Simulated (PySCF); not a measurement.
# Hf: dipole response in x2c-TZVPPall plus 1 even-tempered diffuse shell per l

Aim: the static polarisability and the C₆ coefficient of Hf, method by method.

Method: unrestricted determinants in a Gaussian basis, no spin-orbit coupling in the energies. Code: PySCF 2.14.0.

### 1 Starting point

- Element: hafnium (Z = 72)
- Basis: x2c-TZVPPall with one added diffuse shell each of s, p, d, f type (12s8p8d4f1g, 113 functions)
- Hamiltonian: the spin-free X2C one-electron Hamiltonian (Gaussian nucleus)
- State 1: Hf: [Xe] 4f14 5d2 6s2, high-spin 3F determinant
- Methods: TPSS

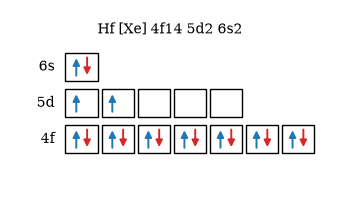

The shells outside the core, filled by Hund's rule for the drawing.

The runs were made by one driver on top of PySCF. The scripts below sum up each run's settings (the driver also hands on starting orbitals that pick excited configurations, and frozen orbitals as a list rather than a count), and the logs come from the driver's own runs. The driver starts from symmetry-adapted Hartree-Fock orbitals, holds the occupation by maximum overlap and uses a logarithmic radial grid for functionals, so a plain start would take other cycles.

The integrals over 113 functions and the set-up took 15 s of CPU time.

### 2 Hf, at TPSS

TPSS:

The input, input.py:

```python
from pyscf import gto, scf, dft, mp, cc
import basis_set_exchange as bse
mol = gto.M(atom="Hf 0 0 0", charge=0, spin=2, symmetry="D2h",
            basis=gto.basis.parse(bse.get_basis("x2c-TZVPPall", elements=["Hf"], fmt="nwchem", augment_diffuse=1)),
            nucmod="G")
mf = dft.UKS(mol, xc="TPSS").sfx2c1e()
mf.irrep_nelec = {'Ag': (11, 10), 'B1g': (3, 2), 'B2g': (2, 2), 'B3g': (2, 2), 'Au': (1, 1), 'B1u': (6, 6), 'B2u': (6, 6), 'B3u': (6, 6)}
mf.kernel()
```

Standard output:

```text
damping factor = 0
level_shift factor = 0
DIIS = <class 'pyscf.scf.diis.CDIIS'>
diis_start_cycle = 1
diis_space = 10
diis_damp = 0
SCF conv_tol = 1e-09
SCF conv_tol_grad = None
number electrons alpha = 37  beta = 35
XC functionals = TPSS
    J. Tao, J. P. Perdew, V. N. Staroverov, and G. E. Scuseria.,  Phys. Rev. Lett. 91, 146401 (2003)
    J. P. Perdew, J. Tao, V. N. Staroverov, and G. E. Scuseria.,  J. Chem. Phys. 120, 6898 (2004)
    J. Tao, J. P. Perdew, V. N. Staroverov, and G. E. Scuseria.,  Phys. Rev. Lett. 91, 146401 (2003)
    J. P. Perdew, J. Tao, V. N. Staroverov, and G. E. Scuseria.,  J. Chem. Phys. 120, 6898 (2004)
cycle= 1 E= -15078.111265883  delta_E= -0.0242  |g|= 0.441  |ddm|= 0.599
cycle= 2 E= -15078.0891419789  delta_E= 0.0221  |g|= 0.601  |ddm|= 0.538
cycle= 3 E= -15078.1324527215  delta_E= -0.0433  |g|= 0.0168  |ddm|= 0.375
cycle= 4 E= -15078.1325903433  delta_E= -0.000138  |g|= 0.00579  |ddm|= 0.0576
cycle= 5 E= -15078.1325991561  delta_E= -8.81e-06  |g|= 0.000358  |ddm|= 0.00744
cycle= 6 E= -15078.1325991789  delta_E= -2.27e-08  |g|= 1.46e-05  |ddm|= 0.000655
cycle= 7 E= -15078.132599179  delta_E= -1.78e-10  |g|= 1.07e-06  |ddm|= 0.000102
converged SCF energy = -15078.132599179  <S^2> = 2.0043697  2S+1 = 3.0029117
```

It used 5 min of CPU time after the integrals (shared host).

The occupied shells:

```csv
shell,electrons,mean orbital energy (eV),spread (eV),rms radius (bohr)
1s β,1,-65119.7,0,0.0215
1s α,1,-65119.7,0,0.0215
2s α,1,-11137.1,0,0.0869
2s β,1,-11137.1,0,0.0869
2p α,3,-9807.3,0,0.0788
2p β,3,-9807.2,0,0.0788
3s α,1,-2541.3,0,0.223
3s β,1,-2541.3,0,0.223
3p α,3,-2141.4,0,0.224
3p β,3,-2141.4,0,0.224
3d α,5,-1653.8,0.004,0.205
3d β,5,-1653.7,0.044,0.205
4s α,1,-513.10,0,0.498
4s β,1,-513.06,0,0.498
4p α,3,-381.22,0,0.530
4p β,3,-381.19,0,0.530
4d α,5,-206.95,0.061,0.577
4d β,5,-206.91,0.128,0.577
5s α,1,-67.352,0,1.21
5s β,1,-66.781,0,1.21
5p α,3,-36.247,0,1.43
5p β,3,-35.414,0,1.43
4f α,7,-16.878,0.021,0.772
4f β,7,-16.730,0.232,0.772
6s α,1,-5.390,0,3.73
6s β,1,-4.480,0,3.73
5d α,2,-3.512,0,2.74
```

⟨S²⟩ = 2.004, ⟨L²⟩ = 12.02.

The driver then solved the coupled dipole response at imaginary frequencies: mean α = 103.7 bohr³, C₆ = 1400 au for a like pair.

Spin-orbit coupling, absent here, splits the open shell strongly.

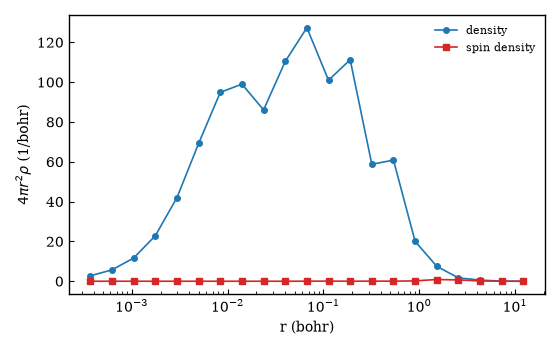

Radial density 4πr²ρ of Hf at TPSS, without picture-change correction, at 21 stored radii joined by straight lines.

### 3 Polarisabilities and C₆

Hf, in atomic units:

```csv
method,mean α,C₆ (like pair),S(−4)
TPSS,103.7,1400,5186
```

Reference α: 103 ± 6 bohr³ (recommended; Schwerdtfeger and Nagle, table of static dipole polarizabilities (2023 update)). Published C₆: 1040 (Gould and Bucko (2016)).

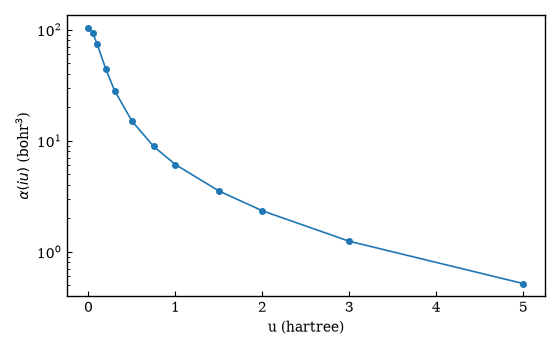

α(iu) of Hf, the polarisability at imaginary frequency, on a logarithmic scale.

### 4 Results

| quantity | value |
| --- | --- |
| α of Hf | 103.7 (TPSS) bohr³; reference 103.0 |

For Hf TPSS differs from the reference by +1 %. All values hold for this basis alone; no basis-set limit was taken.
